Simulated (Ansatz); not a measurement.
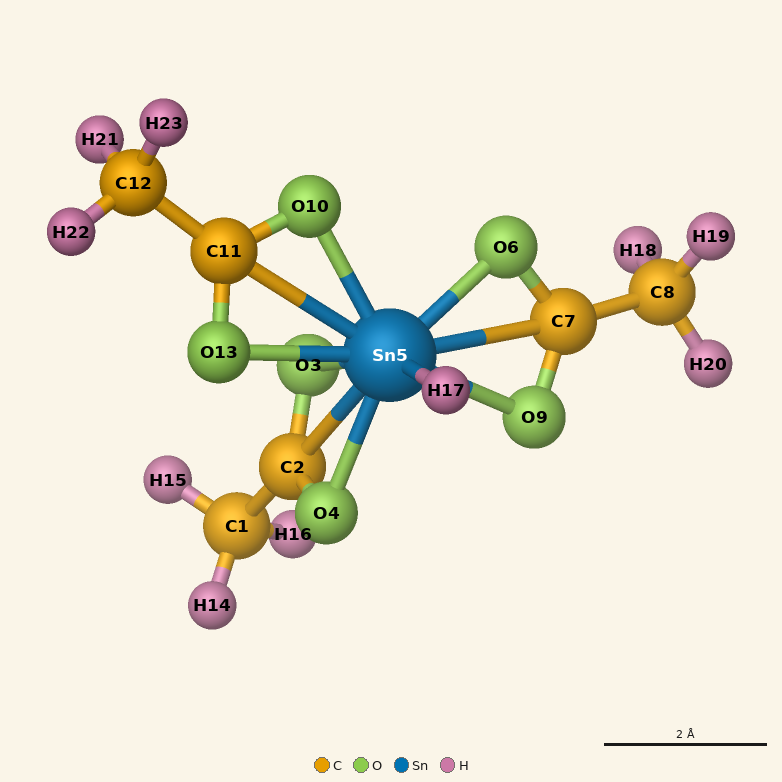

The geometry was computed by an optimisation with PBE0-D4/def2-TZVP. No frequency run is at hand to confirm it as a minimum.

What are the angles C2–C1–H16, C2–Sn5–O3, C2–Sn5–O10, O4–Sn5–O10, O4–Sn5–H17, Sn5–C7–C8, Sn5–O10–C11, Sn5–C11–O13, Sn5–O13–C11, O6–Sn5–C7, C7–Sn5–O9, O9–Sn5–C11?

```tsv
angle	degrees
C2–C1–H16	108.2
C2–Sn5–O3	30.2
C2–Sn5–O10	113.1
O4–Sn5–O10	131.3
O4–Sn5–H17	101.7
Sn5–C7–C8	175.2
Sn5–O10–C11	94.7
Sn5–C11–O13	62.6
Sn5–O13–C11	88.4
O6–Sn5–C7	29.4
C7–Sn5–O9	29.0
O9–Sn5–C11	165.6
```
